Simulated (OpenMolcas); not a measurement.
# doublet CH2BF3O+: levels of theory compared

Wanted: a comparison of 6 runs (UHF/STO-3G, U-r2SCAN/def2-SVP, UM06-L/def2-SVP, UPBE/def2-SVP, USVWN5/def2-SVP, ROMP2/def2-SVP) of doublet CH2BF3O+. 

Program for the calculation: OpenMolcas 26.06.

## (1) The molecule

CH2BF3O+: 8 atoms, total charge +1, spin state doublet. As SMILES of the parent species, `OC(F)B(F)F`. The coordinates come from a PBE0-D4/def2-TZVP relaxation. This is one conformer, not always the lowest. That shape belongs to the parent species and isn't relaxed for this state.

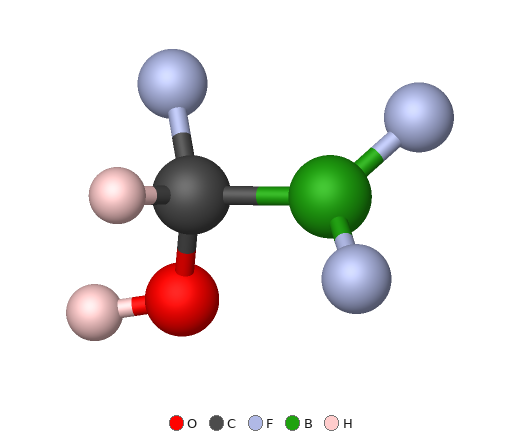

Viewed from a chosen angle; oxygen red, carbon dark grey, fluorine light blue, boron green, hydrogen pink.

## (2) The energy at UHF/STO-3G (run 1)

Input file job.input:

```
>>> EXPORT MOLCAS_PRINT=2

&GATEWAY
 BasLib
 $CurrDir
 Coord
 8
 angstrom
 O       -0.197300      -1.323900       0.466200
 C        0.446500      -0.164100       0.086400
 F        1.166700       0.362800       1.146700
 B       -0.673500       0.866000      -0.392200
 F       -1.258000       0.689100      -1.556000
 F       -1.023000       1.898300       0.333000
 H        0.445400      -2.033100       0.566400
 H        1.185400      -0.352200      -0.706200
 Basis
 STO-3G
 Group
 NoSym

&SEWARD

&SCF
 UHF
 Charge
 1
 Spin
 2
 Thresholds
 1e-10 1e-07 1e-07 1e-05
 PrOrbitals
 1 1
```

The basis set STO-3G is read from a file made from the Basis Set Exchange's data (not shown).

Started as:

```console
export MOLCAS_MEM=1860
pymolcas job.input > job.log
```

Output:

```text
--- Start Module: gateway ---
[...]
--- Stop Module: gateway /rc=_RC_ALL_IS_WELL_ ---
--- Start Module: seward ---
[...]
      Basis functions           32
--- Stop Module: seward /rc=_RC_ALL_IS_WELL_ ---
[...]
--- Start Module: scf ---
[...]
       Convergence after  25 Iterations
[...]
::    Total SCF energy                               -430.7093467489
[...]
      Total spin, S                                     0.5062466064
[...]
      Total electronic charge=   47.000000
      Total            charge=    1.000000
[...]
      Dipole Moment (debye):
      Origin of the operator (angstrom)=   -0.2524    0.4085    0.0264
                   X=  2.9822E+00               Y= -7.0491E+00               Z=  7.1609E-01           Total=  7.6874E+00
      Center of Charge (angstrom)
[...]
--- Stop Module: scf /rc=_RC_ALL_IS_WELL_ ---
[...]
```

Wall time 3.6 s (1 thread of AMD EPYC 7R43 (Zen 3), shared host); peak memory 0.37 GiB.

## (3) A single-point energy at U-r2SCAN/def2-SVP (run 2)

Input file geom.xyz:

```xyz
8

O     -0.197300    -1.323900     0.466200
C      0.446500    -0.164100     0.086400
F      1.166700     0.362800     1.146700
B     -0.673500     0.866000    -0.392200
F     -1.258000     0.689100    -1.556000
F     -1.023000     1.898300     0.333000
H      0.445400    -2.033100     0.566400
H      1.185400    -0.352200    -0.706200
```

Input file run.input:

```
* CH2BF3O Kohn-Sham DFT
>>> EXPORT MOLCAS_PRINT=2

&GATEWAY
 BasLib=$CurrDir
 Coord=geom.xyz
 Basis=def2-SVP
 Group=NoSym

&SEWARD
 GridInput
 Grid=UltraFine
 End of Grid

&SCF
 UHF
 Charge=1
 Spin=2
 KSDFT=2
 1.0 MGGA_X_R2SCAN
 1.0 MGGA_C_R2SCAN
 Thresholds=1e-10 1e-07 1e-07 1e-05
 PrOrbitals=0
```

The basis set def2-SVP is read from a file made from the Basis Set Exchange's data (not shown).

Started as:

```console
export MOLCAS_MEM=1860
pymolcas run.input > run.log
```

Output:

```text
--- Start Module: gateway ---
[...]
--- Stop Module: gateway /rc=_RC_ALL_IS_WELL_ ---
--- Start Module: seward ---
[...]
      Basis functions           94
--- Stop Module: seward /rc=_RC_ALL_IS_WELL_ ---
[...]
--- Start Module: scf ---
[...]
       Convergence after  29 Iterations
[...]
::    Total KS-DFT energy                            -438.0664925823
[...]
      Total spin, S                                     0.5013038265
[...]
      Total electronic charge=   47.000000
      Total            charge=    1.000000
[...]
      Dipole Moment (debye):
      Origin of the operator (angstrom)=   -0.2524    0.4085    0.0264
                   X=  3.4042E+00               Y= -4.0885E+00               Z= -5.8235E-01           Total=  5.3519E+00
      Center of Charge (angstrom)
[...]
--- Stop Module: scf /rc=_RC_ALL_IS_WELL_ ---
[...]
```

Wall time 2.1 min (1 thread of AMD EPYC 7R43 (Zen 3), shared host); peak memory 0.51 GiB.

## (4) A single-point energy at UM06-L/def2-SVP (run 3)

geom.xyz is that of step 3.

Input file calc.input:

```
>>> EXPORT MOLCAS_PRINT=2

&GATEWAY
  BASLIB=$CurrDir
  COORD=geom.xyz
  BASIS=def2-SVP
  GROUP=NoSym

&SEWARD
  GRIDINPUT
  Grid=UltraFine
  End of Grid

&SCF
  UHF
  CHARGE=1
  SPIN=2
  KSDFT=M06L
  THRESHOLDS=1e-10 1e-07 1e-07 1e-05
  PRORBITALS=1 2
```

The basis set def2-SVP is read from a file made from the Basis Set Exchange's data (not shown).

Started as:

```console
export MOLCAS_MEM=1860
pymolcas calc.input > calc.log
```

Output:

```text
--- Start Module: gateway ---
[...]
--- Stop Module: gateway /rc=_RC_ALL_IS_WELL_ ---
--- Start Module: seward ---
[...]
      Basis functions           94
--- Stop Module: seward /rc=_RC_ALL_IS_WELL_ ---
[...]
--- Start Module: scf ---
[...]
       Convergence after  29 Iterations
[...]
::    Total KS-DFT energy                            -438.2111558672
[...]
      Total spin, S                                     0.5010685716
[...]
      Total electronic charge=   47.000000
      Total            charge=    1.000000
[...]
      Dipole Moment (debye):
      Origin of the operator (angstrom)=   -0.2524    0.4085    0.0264
                   X=  3.4110E+00               Y= -4.1401E+00               Z= -5.5503E-01           Total=  5.3929E+00
      Center of Charge (angstrom)
[...]
--- Stop Module: scf /rc=_RC_ALL_IS_WELL_ ---
[...]
```

Run time: 2.1 min. Hardware: 1 thread of AMD EPYC 7R43 (Zen 3), shared host; peak memory 0.52 GiB.

Runs 4 to 5 aren't shown in full; the table further down has their settings and results.

## (5) The energy at ROMP2/def2-SVP (run 6)

geom.xyz is that of step 4.

Input file mol.inp:

```
>>> EXPORT MOLCAS_PRINT=2

&GATEWAY
  BasLib
  $CurrDir
  Coord
  geom.xyz
  Basis
  def2-SVP
  Group
  NoSym

&SEWARD

&SCF
  UHF
  Charge
  1
  Spin
  2
  Thresholds
  1e-10 1e-07 1e-07 1e-05
  PrOrbitals
  1

&RASSCF
  FileOrb
  $Project.UnaOrb
  Spin
  2
  Nactel
  1 0 0
  Inactive
  23
  Ras2
  1
  OutOrbitals
  Canonical
  OrbListing
  Few

&CASPT2
  IPEA
  0.0
  Frozen
  6
```

The basis set def2-SVP is read from a file made from the Basis Set Exchange's data (not shown).

Started as:

```console
export MOLCAS_MEM=1860
pymolcas mol.inp > mol.log
```

Output:

```text
--- Start Module: gateway ---
[...]
--- Stop Module: gateway /rc=_RC_ALL_IS_WELL_ ---
[...]
      Basis functions           94
[...]
       Convergence after  74 Iterations
[...]
::    Total SCF energy                               -436.2502380174
[...]
      Total spin, S                                     0.5050398944
[...]
--- Start Module: rasscf ---
[...]
      Number of active orbitals                  1
[...]
      Spin quantum number                      0.5
[...]
      Active orbitals                            1
[...]
      Number of CSFs                             1
[...]
      Number of root(s) required                 1
[...]
      Convergence after  9 iterations
[...]
      printout of CI-coefficients larger than  0.05 for root  1
      energy=    -436.244896
      conf/sym  1     Coeff  Weight
             1  u   1.00000 1.00000
      Natural orbitals and occupation numbers for root  1
      sym 1:   1.000000
      ************************************************************************************************************************
      *                                                    Final results                                                     *
[...]
::    RASSCF root number  1 Total energy:   -436.24489631
[...]
      Total electronic charge=   47.000000
      Total            charge=    1.000000
[...]
      Dipole Moment (debye):
      Origin of the operator (angstrom)=   -0.2524    0.4085    0.0264
                   X=  3.1992E+00               Y= -8.0185E+00               Z=  2.5760E-01           Total=  8.6370E+00
      Center of Charge (angstrom)
[...]
--- Stop Module: rasscf /rc=_RC_ALL_IS_WELL_ ---
[...]
--- Start Module: caspt2 ---
[...]
 ###    WARNING: User changed nr of frozen orbitals.                         ###
 ###############################################################################
[...]
      E2 (Variational):          -0.9128759648
      Total energy:            -437.1577722701
[...]
      Reference weight:           0.81986
[...]
::    CASPT2 Root  1     Total energy:   -437.15777227
[...]
--- Stop Module: caspt2 /rc=_RC_ALL_IS_WELL_ ---
[...]
```

It took 59 s on 1 thread of AMD EPYC 7R43 (Zen 3), shared host; peak memory 0.52 GiB.

## (6) Overview of the runs

| run | level | integration grid | frozen core orbitals | energy (Eh) | HOMO energy (eV) | LUMO energy (eV) | ⟨S²⟩ | wall time |
| --- | --- | --- | --- | --- | --- | --- | --- | --- |
| 1 | UHF/STO-3G | – | – | -430.709347 | -17.29 | -5.44 | 0.763 | 3.6 s |
| 2 | U-r2SCAN/def2-SVP | UltraFine | – | -438.066493 | -15.85 | -15.06 | 0.753 | 2.1 min |
| 3 | UM06-L/def2-SVP | UltraFine | – | -438.211156 | -15.91 | -15.18 | 0.752 | 2.1 min |
| 4 | UPBE/def2-SVP | UltraFine | – | -437.834841 | -15.36 | -14.81 | 0.751 | 2.2 min |
| 5 | USVWN5/def2-SVP | UltraFine | – | -435.229548 | -15.55 | -15.03 | 0.751 | 58 s |
| 6 | ROMP2/def2-SVP | – | 6 | -437.157772 | – | – | – | 59 s |

## (7) Outcome

| quantity | value |
| --- | --- |
| run 6: total energy | -437.15777 Eh |

Totals of different functionals can't be ranked against each other. In run 1 the basis is minimal, so the values are rough. All runs together took 8.4 min, the longest 2.2 min.
